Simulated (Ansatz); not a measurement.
```xyz
15

B    -1.7506    1.2993    0.3788
Cl   -0.8508   -0.9850    1.6892
Cl   -1.6527    0.9625   -1.3600
Cl   -3.2304    1.5066    1.2102
H    -0.3169    0.9977    1.6037
O    -0.4893    1.6790    0.8841
Al    0.7063    1.3441   -0.5615
O     1.1016    2.8247   -1.2358
O     1.3882   -0.1266   -0.3050
Al    0.6473   -1.6719    0.0260
O     1.5909   -2.9263    0.6916
O    -0.3501   -2.0777   -1.3143
H     1.8311    2.9904   -1.8287
H     2.0503   -2.8448    1.5239
H    -0.6749   -2.9720   -1.4022
```

A transition-state structure; geometry: PBE0-D4/def2-TZVP.

Theory: RKS PBE0-D4/def2-TZVPP (Ansatz).

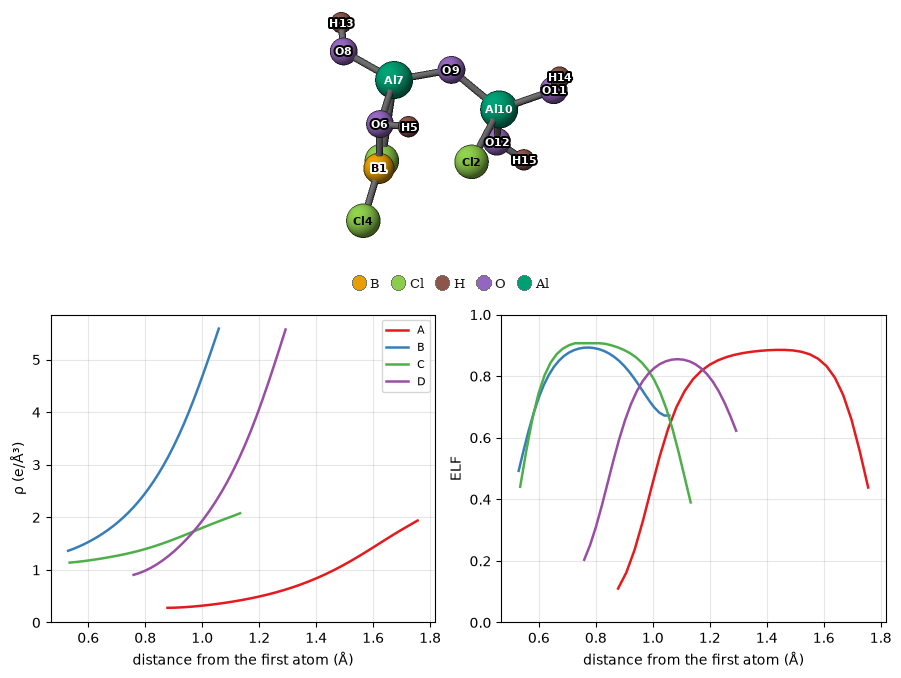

Al$_{2}$BCl$_{3}$H$_{4}$O$_{5}$. Electron density and electron localisation function along straight lines between neighbouring atoms. The curves leave out the atomic cores. The structure is drawn too.

### Which curve belongs to which contact (Al–Cl, Al–O, B–Cl and B–O)? The first atom named is at distance zero.

Curve A: Al–Cl (2.34 Å): ρ is about 0.46 e/Å³ halfway; the ELF peaks at about 0.90 in the valence shell of Cl, 0.9 Å from its nucleus, and is about 0.80 at the midpoint. Curve B: B–O (1.41 Å): the density is about 1.9 e/Å³ at the midpoint; the ELF peaks at about 0.90 between the atoms (a shared but strongly polarised pair). Curve C: B–Cl (1.71 Å): ρ is about 1.5 e/Å³ halfway; the ELF peaks at about 0.90 between the atoms: a polar covalent bond. Curve D: Al–O (1.64 Å): ρ at the midpoint is about 1 e/Å³; the ELF peaks at about 0.85 in the valence shell of O, 0.6 Å from its nucleus, and is about 0.40 at the midpoint.
